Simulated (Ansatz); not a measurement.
# Ca chain started as a strip of triangles: period, moment and channels by functional, part 3 of 3

Aim: how far do the period, the moment and the conductance of the Ca chain started as a strip of triangles depend on the functional, the datasets and spin-orbit coupling, and at what cost?

Ansatz 0.2.0; DFT PBE, plane waves, PAW; relaxation of a chain's period (the session's first sound run).

So far, conductance of the lead as this run defines it (G₀): step 3 (the wire at its relaxed period, level PBE, k-mesh 1×1×21) 2.49; step 5 (the perfect wire, level LDA, k-mesh 1×1×22) 2.42.

## 7. The perfect wire, level RPBE, k-mesh 1×1×21

This step: DFT RPBE, plane waves, PAW; channels and complex bands of a perfect chain (Ansatz 0.2.0).

The channels are counted again under RPBE, at the period that it gave.

Contents of input.yaml:

```yaml
crystal:
  lattice:
    - [13.5, 0.0, 0.0]
    - [0.0, 12.0, 0.0]
    - [0.0, 0.0, 3.905674767]
  atoms:
    - { symbol: Ca, position: [0.381079712, 0.5, 0.0], spin: 0.17 }
    - { symbol: Ca, position: [0.618920288, 0.5, 0.5], spin: 0.17 }
magnetization:
  spin_polarized: true
kpoints:
  mp_grid: { grid: [1, 1, 21] }
  band_path: { path: ["Γ", Z], npoints: 60 }
scf:
  occupations: { method: fermi_dirac, width: 0.05 }
hamiltonian:
  xc: rpbe
output:
  transmission:
    e_range: [-2, 2]
    de: 0.035
    kmesh: [1, 1]
    reduced_basis: true
    leads: [[0, 0]]
  dos: { projected: true, e_range: [-6, 4] }
```

Launch:

```sh
ansatz run input.yaml --threads 4 --pin off --max-ram 16384MiB --backend cpu --events-out ev --progress --plain --runs-dir out
```

Numbers of over 12 decimals in the logs are rounded to 6 here.

What it wrote:

```text
[...]
Crystal: 2 atoms, lattice volume = 632.719 Å³
Basis set: ecut = 420 eV, 12349 PW (Γ)
Bands: 15, of which v1, the nominal top of the filled ones, is band 10 counted from 1 (9 counted from 0)
Symmetry: 8 space group operations
[...]
k-points: 11 of 21
[...]
Starting moments: Σ|m| = 0.34 μB on 2 of 2 sites
[...]
--- Transmission ---
  basis      : 1421 plane waves across, 5 finite elements along
  points     : 1, standing for a mesh of 1 x 1
[...]
crystal 0  : Ca2, at the sites [0, 0], period 3.9057 Å: whole cells are its period
[...]
filled         : 3.4 meV under the level at which it is neutral
    channels       : 3.000000e0 up, 2.000000e0 down
[...]
[key lines of the parts left out:]
SCF converged after 22 iterations
Magnetization: 0.4096 μB (10.2048 up, 9.7952 down)
Free energy (F): -3640.354809 eV
Fermi energy:    -1.418381 eV
```

The job ended after 2.1 min (4 threads of Intel Xeon 6975P-C (Granite Rapids), shared host; peak memory 1.5 GiB).

At the computed energy nearest the Fermi level there are 3 spin-up and 2 spin-down channels, and the thermal average gives 2.49 G₀.

## 8. The series together

Times are for 4 threads of Intel Xeon 6975P-C (Granite Rapids), shared host. The series side by side:

| no. | level | conductance of the lead as this run defines it (G₀) | absolute moment (μB) | time | memory (GiB) |
| --- | --- | --- | --- | --- | --- |
| 1 | PBE | 2.487 | 0.4774 | 1.9 min | 1.5 |
| 2 | LDA | 2.423 | 0.3435 | 1.9 min | 1.4 |
| 3 | RPBE | 2.494 | 0.5105 | 2.1 min | 1.5 |

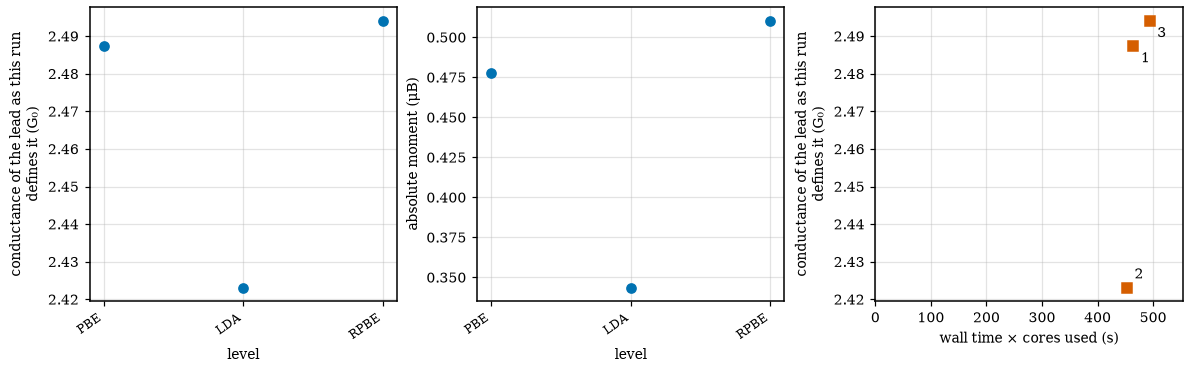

The series as plots; the last panel sets the first result against cost, with the runs numbered as in the table.

The runs together, line spin up. The open channels of the lead, spin up by energy, zero at the Fermi level:

| energy (eV) | PBE | LDA | RPBE |
| --- | --- | --- | --- |
| -2.0000 | 1 | 1 | 1 |
| -1.7550 | 1 | 1 | 1 |
| -1.5100 | 1 | 1 | 1 |
| -1.2650 | 2 | 2 | 2 |
| -0.9850 | 2 | 2 | 2 |
| -0.7400 | 2 | 2 | 2 |
| -0.4950 | 2 | 2 | 2 |
| -0.2500 | 2 | 2 | 2 |
| -0.0050 | 3 | 3 | 3 |
| 0.2400 | 1 | 1 | 1 |
| 0.4850 | 3 | 3 | 3 |
| 0.7650 | 1 | 2 | 1 |
| 1.0100 | 4 | 2 | 2 |
| 1.2550 | 2 | 2 | 2 |
| 1.5000 | 6 | 6 | 4 |
| 1.7450 | 2 | 2 | 2 |

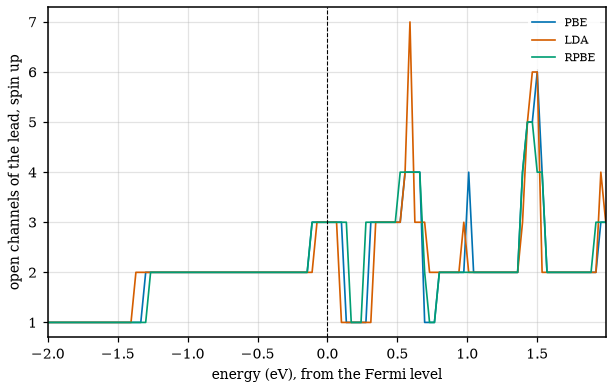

Open channels of the lead, spin up, plotted against energy.

## 9. The relaxed wire, cutoff 925.187 eV

This step: DFT PBE, plane waves, norm-conserving; relaxation of a chain's period (Ansatz 0.2.0).

The same functional on other atomic datasets tests how far the result hangs on the treatment of the cores. Against the first PBE run of this kind, the cutoff is 925.187 eV against 420.

Contents of input.yaml:

```yaml
crystal:
  lattice:
    - [13.5, 0.0, 0.0]
    - [0.0, 12.0, 0.0]
    - [0.0, 0.0, 3.44432]
  atoms:
    - { symbol: Ca, position: [0.39101037, 0.5, 0.0], spin: 0.5 }
    - { symbol: Ca, position: [0.60898963, 0.5, 0.5], spin: 0.5 }
magnetization:
  spin_polarized: true
kpoints:
  mp_grid: { grid: [1, 1, 24] }
scf:
  occupations: { method: fermi_dirac, width: 0.05 }
hamiltonian:
  xc: pbe
  pseudopotentials: { kind: nc, accuracy: standard }
relax:
  cell: { fix: [a, b, alpha, beta, gamma] }
  max_steps: 60
```

What it wrote:

```text
[...]
Crystal: 2 atoms, lattice volume = 557.980 Å³
Basis set: ecut = 925.187132 eV, 35737 PW (Γ), exchange–correlation on 270×240×72 points (8 copies of the dense FFT grid, shifted against one another)
Bands: 15, of which v1, the nominal top of the filled ones, is band 10 counted from 1 (9 counted from 0)
Symmetry: 8 space group operations
[...]
0.000000       0.003241       0.000000
        0.000000       0.000000       0.032190
  P = ⅓ Tr σ = 0.0182 GPa (0.182 kbar)
--- Relaxed structure (5 steps of the walk, 5 accepted, 1 SCFs on fresh bases) ---
[...]
cell:  # Å, volume = 620.1900 Å³
    - [13.5, 0.0, 0.0]
    - [0.0, 12.0, 0.0]
    - [0.0, 0.0, 3.828333]
  atoms:
    - { symbol: Ca, position: [0.382741, 0.5, 0.0] }
    - { symbol: Ca, position: [0.617259, 0.5, 0.5] }
[key lines of the parts left out:]
SCF converged after 6 iterations
Magnetization: 0.4234 μB (10.2117 up, 9.7883 down)
Free energy (F): -2104.563624 eV
Fermi energy:    -1.455410 eV
```

It took 72 s on 4 threads; peak memory 2 GiB.

Relaxation path:

| step | energy less that of the first step (eV) | largest force component (eV/Å) | pressure (GPa) | volume (Å³) |
| --- | --- | --- | --- | --- |
| 1 | 0.0000 | 0.5259 | 0.52 | 557.98 |
| 2 | -0.1447 | 0.1645 | 0.29 | 574.65 |
| 3 | -0.2310 | 0.0235 | 0.09 | 602.00 |
| 4 | -0.2441 | 0.0038 | 0.02 | 616.61 |
| 5 | -0.2446 | 0.0013 | 0.01 | 620.19 |
| 6* | -0.2494 | 0.0013 | 0.02 | 620.19 |

Relaxation steps marked * repeat the geometry before them on a plane-wave basis chosen anew for their cell, so energy and pressure can jump there.

The run keeps the 8 symmetry operations that it works with, so distortions that break them were not tested.

| cell as run | before | after | change |
| --- | --- | --- | --- |
| c (Å) | 3.444 | 3.828 | +11.1 % |

The atoms that moved most (Å, along periodic axes as changes of fractional coordinates times the final cell, across vacuum about the mean position):

| atom | dx | dy | dz | length |
| --- | --- | --- | --- | --- |
| Ca1 | -0.112 | 0.000 | 0.000 | 0.112 |
| Ca2 | 0.112 | 0.000 | 0.000 | 0.112 |

Final coordinates:

```xyz
2
Lattice="13.5000 0.0000 0.0000 0.0000 12.0000 0.0000 0.0000 0.0000 3.8283" Properties=species:S:1:pos:R:3
Ca    5.1670    6.0000    0.0000
Ca    8.3330    6.0000    1.9142
```

The cell's length comes to 3.828 Å, -0.6 % against the first run, with an absolute moment of 0.50 μB a cell.

## 10. The relaxed wire

This step: DFT PBE, plane waves, PAW; relaxation of a chain's period (Ansatz 0.2.0).

The same relaxation without spin shows what magnetism does to the bond.

input.yaml, the sections that differ from step 9:

```yaml
crystal:
  lattice:
    - [13.5, 0.0, 0.0]
    - [0.0, 12.0, 0.0]
    - [0.0, 0.0, 3.44432]
  atoms:
    - { symbol: Ca, position: [0.39101037, 0.5, 0.0] }
    - { symbol: Ca, position: [0.60898963, 0.5, 0.5] }
hamiltonian:
  xc: pbe
# kpoints, scf, relax: as in step 9
# magnetization: removed
```

What it wrote:

```text
[...]
Crystal: 2 atoms, lattice volume = 557.980 Å³
Basis set: ecut = 420 eV, 10943 PW (Γ), exchange–correlation on 192×162×48 points (8 copies of the dense FFT grid, shifted against one another)
Bands: 14, of which v1, the nominal top of the filled ones, is band 10 counted from 1 (9 counted from 0)
Symmetry: 8 space group operations
[...]
k-points: 13 of 24
[...]
0.013587       0.000000       0.000000
        0.000000       0.001837       0.000000
        0.000000       0.000000      -0.000536
  P = ⅓ Tr σ = 0.0050 GPa (0.050 kbar)
--- Relaxed structure (5 steps of the walk, 5 accepted, 1 SCFs on fresh bases) ---
[...]
cell:  # Å, volume = 627.1048 Å³
    - [13.5, 0.0, 0.0]
    - [0.0, 12.0, 0.0]
    - [0.0, 0.0, 3.871017]
  atoms:
    - { symbol: Ca, position: [0.382119, 0.5, 0.0] }
    - { symbol: Ca, position: [0.617881, 0.5, 0.5] }
[key lines of the parts left out:]
SCF converged after 5 iterations
Free energy (F): -3631.440565 eV
Fermi energy:    -1.398769 eV
```

The job ended after 8.1 s (4 threads; peak memory 0.79 GiB; 28 s of CPU time).

The cell's length comes to 3.871 Å, +0.5 % against the first run, with spin left out. That is +12 % against the start, more than a small adjustment.

## 11. Comparing the runs

Times are for 4 threads of Intel Xeon 6975P-C (Granite Rapids), shared host. The runs compared:

| no. | level | cell length along the wire (Å) | absolute moment (μB) | time | memory (GiB) |
| --- | --- | --- | --- | --- | --- |
| 1 | PBE | 3.851 | 0.4820 | 23 s | 0.91 |
| 2 | LDA | 3.734 | 0.3441 | 15 s | 0.82 |
| 3 | RPBE | 3.906 | 0.5228 | 18 s | 0.92 |
| 4 | PBE, NC files | 3.828 | 0.5000 | 72 s | 2.0 |
| 5 | PBE, no spin | 3.871 | 0 | 8.1 s | 0.79 |

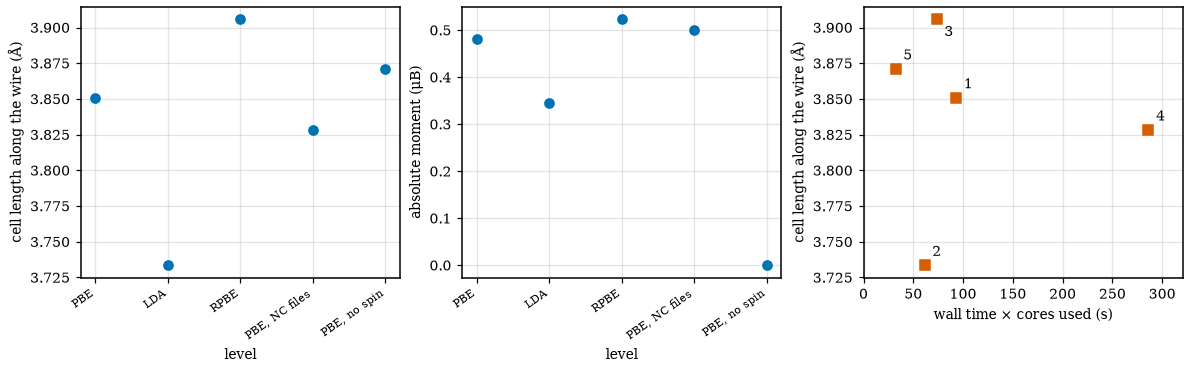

The series as plots; the last panel sets the first result against cost, with the runs numbered as in the table.

## 12. Outcome

| Property | Result |
| --- | --- |
| cell length, PBE | 3.851 Å |
| cell length, LDA | 3.734 Å |
| cell length, RPBE | 3.906 Å |
| cell length, PBE, NC files | 3.828 Å |
| cell length, PBE, no spin | 3.871 Å |
| conductance, PBE | 2.49 G₀ |
| absolute moment, PBE | 0.477 μB |
| conductance, LDA | 2.42 G₀ |
| absolute moment, LDA | 0.344 μB |
| conductance, RPBE | 2.49 G₀ |
| absolute moment, RPBE | 0.510 μB |

Under PBE the cell's length is 3.85 Å, the absolute moment is 0.48 μB a cell, and it is a metal with 3 spin-up and 2 spin-down channels next to the Fermi level, 2.49 G₀ at 300 K (2.42 to 2.49 over the functionals). The cell's length spans 4.6 % over the functionals, shortest under LDA and longest under RPBE. A perfect wire passes every open channel, so the conductance counts half a G₀ for each forward-moving state at the Fermi level, spin by spin. At the relaxed period it forms two rows 3.17 Å apart, with 3.71 Å between atoms of unlike rows and 3.85 Å along a row: a strip of triangles. Spin polarisation changes the energy by -0.017 eV a cell and the cell's length by -0.5 %. Transport is coherent and elastic here: the atoms are frozen, so scattering by vibrations plays no part. No search over magnetic orders was made; another may lie lower.

[Logs are printed without paths, hosts, clocks, repeated set-up lines and the standing remarks that a program may print on its own settings, such as how far it seeks lower states.]

[Hosts, paths, dates, database ids (printed as entryN), source tags and the programs' standing remarks are cut or masked in the printed files.]
